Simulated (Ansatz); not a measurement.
Band structure of CaTiS2 (P-3m1, 4 atoms in the cell).

```
CELL_PARAMETERS angstrom
      3.64514     0.00000     0.00000
     -1.82257     3.15678     0.00000
      0.00000     0.00000     6.54150
ATOMIC_POSITIONS crystal
  Ca 0.00000 0.00000 0.50000
  Ti 0.00000 0.00000 0.00000
  S  0.33333 0.66667 0.78034
  S  0.66667 0.33333 0.21966
```

Level of theory: PBEsol, PAW files made with PBE (plane waves; Ansatz, an electronic-structure program).

Settings: basis.ecutwfc = 420 eV; kpoints.mp_grid.grid = 7 7 4; hamiltonian.xc = pbesol; hamiltonian.pseudopotentials = {kind: paw} (the program's default PAW files); scf.occupations.method = fermi_dirac; scf.occupations.width = 0.1 eV; kpoints.band_path.npoints = 8.

The starting cell comes from a database of computed structures (which also holds hypothetical and non-ambient phases and stackings), without a prior relaxation at this level. Spin polarisation is off, so a magnetic state, if there is one, cannot be reached.

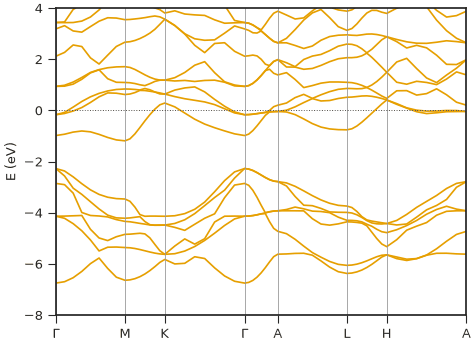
Fig. 1. Bands along the path, energies from the Fermi level.

Levels in eV from the Fermi level, bands 14 to 21:
| point | 14 | 15 | 16 | 17 | 18 | 19 | 20 | 21 |
|---|---|---|---|---|---|---|---|---|
| Γ | -2.85 | -2.27 | -2.27 | -0.98 | -0.17 | -0.17 | 0.94 | 0.94 |
| M | -4.34 | -4.21 | -3.46 | -1.19 | 0.62 | 0.84 | 1.09 | 1.71 |
| K | -4.48 | -4.48 | -4.13 | 0.29 | 0.64 | 0.64 | 1.19 | 1.19 |
| A | -3.92 | -2.78 | -2.78 | -0.04 | -0.04 | 0.21 | 1.39 | 1.99 |
| L | -4.29 | -3.98 | -3.74 | -0.76 | 0.52 | 0.86 | 1.10 | 2.06 |
| H | -4.78 | -4.42 | -4.42 | 0.41 | 0.41 | 0.47 | 1.49 | 1.49 |

Bands cross the Fermi level along this path, so the cell is metallic at this level.

Keys are those of Ansatz 0.2.
